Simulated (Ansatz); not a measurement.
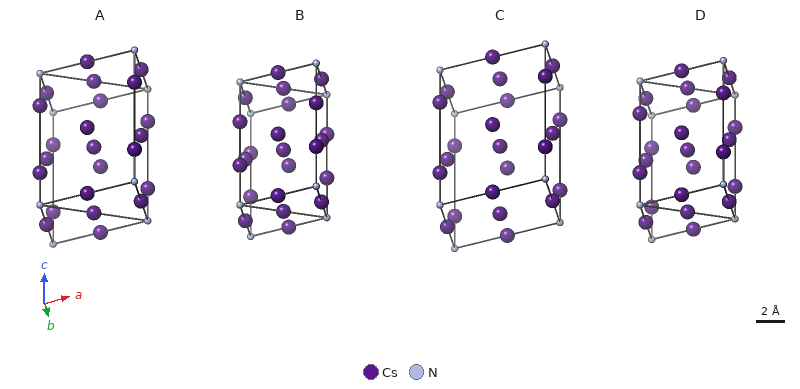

4 geometries from one relaxation of a crystal of Cs8N (a generated structure, set up in P6/mmm) (coarse preliminary run), in shuffled order. Style: ball-and-stick. Shown: the cell of the calculation, from a free direction.

The calculation used DFT PBE, scalar-relativistic, plane waves, PAW in Ansatz. Set-up: plane-wave cutoff 420 eV; k-point mesh 3 × 3 × 2; occupations gaussian; smearing width 0.1 eV; collinear spin; cell and atoms relaxed; force threshold 0.04 eV/Å; at most 70 steps.

Question: Order the frames from highest to lowest energy.

Answer: B, D, A, C. They are steps 0, 3, 6, 11, at +576 meV per atom, +225 meV per atom, +87.5 meV per atom relative to the last. The energy falls by 576 meV per atom in 9 accepted moves (11 points after the start). The largest force component goes from 1.9 to 0.022 eV/Å. The pressure goes from 3.69 to 0.05 GPa. At 2 points the geometry stayed and the basis and grid were re-selected for the new cell (energy shift of 43.8 meV per atom at most each time). The largest moves relative to the cell, 0.88 Å, are those of Cs atoms. N stays in place. The volume changes by +109.3 %, with a = b 6.988 → 9.652 Å (+38.1 %), c 9.622 → 10.554 Å (+9.7 %). Among the contacts that change: Cs–Cs 3.410 → 5.509 Å, Cs–N 3.494 → 4.826 Å, Cs–Cs 3.494 → 4.826 Å, Cs–N 3.106 → 2.523 Å. Bonds break: Cs–N (3.49 → 4.83 Å). The space group stays P6/mmm (No. 191).
